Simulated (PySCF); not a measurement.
Molecule: Al(H)(OH)2(HOMe), CH7AlO3, singlet. Atoms near the plane z = 0.6 Å, at the PBE0/def2-SVP optimised geometry (x, y, z in Å): Al1 (-0.5, -1.5, 0.0), H2 (-1.3, -2.0, 1.3), O5 (1.3, -1.5, 0.0), H6 (1.8, -2.3, 0.1), O8 (-0.2, 0.4, 0.0), H12 (0.7, 0.3, -0.1).

Calculation: PBE0/def2-TZVP run with PySCF 2.14.0. The values are rescaled to run from 0 to 1.

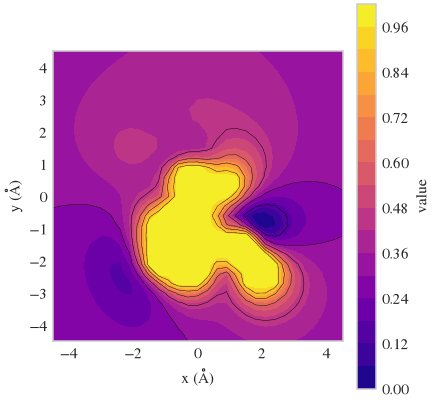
*a field on the plane z = 0.6 Å.*

Task: Which quantity is mapped?
(A) Laplacian of the electron density
(B) electron localisation function
(C) electrostatic potential
(D) deformation density (molecule minus spherical neutral atoms)

Result: C, electrostatic potential. In full: electrostatic potential (hartree/e), clipped to [-0.08, 0.12].
